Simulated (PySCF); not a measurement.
BMe2(NH2) (C2H8BN).

Level of theory: TPSS/def2-TZVP (PySCF), at a geometry from GFN2-xTB. No frequency check shows the geometry to be a minimum.

Geometry (Å), atoms numbered from 1:

```
B1      -0.0011   -0.0559   -0.0037
C2      -1.3897    0.7158    0.0012
H3      -2.2426    0.0620    0.1695
H4      -1.5514    1.2177   -0.9514
H5      -1.4142    1.4923    0.7627
C6       1.3742    0.7407   -0.0023
H7       2.2167    0.1361   -0.3317
H8       1.6053    1.0864    1.0045
H9       1.3361    1.6271   -0.6310
N10      0.0148   -1.4406   -0.0002
H11     -0.8150   -2.0097    0.0152
H12      0.8600   -1.9870   -0.0114
```

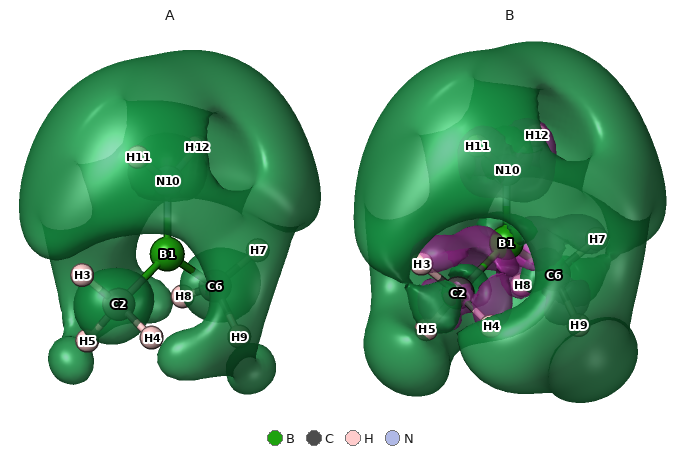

The Fukui function f⁺ from two separate SCF calculations and the density of the LUMO, at ±0.005 e/Å³ (green positive, purple negative).

Question: Which panel is which, and how good is the frozen-orbital picture?

Answer: B is f⁺ (it has negative regions), A the LUMO density. The LUMO lies on H11 and H12 (16 % each), N10 (12 %) and B1 (12 %); f⁺ (Hirshfeld-condensed) is largest on H11 (0.14), H12 (0.14) and B1 (0.13); the vertical electron affinity is −2.14 eV (the stability of the anion's solution wasn't checked; negative, but this basis has no diffuse functions, so it doesn't show that the anion is unbound). Relaxation shifts 12 % of the electron between atoms. The orbital energy is 0.34 eV.
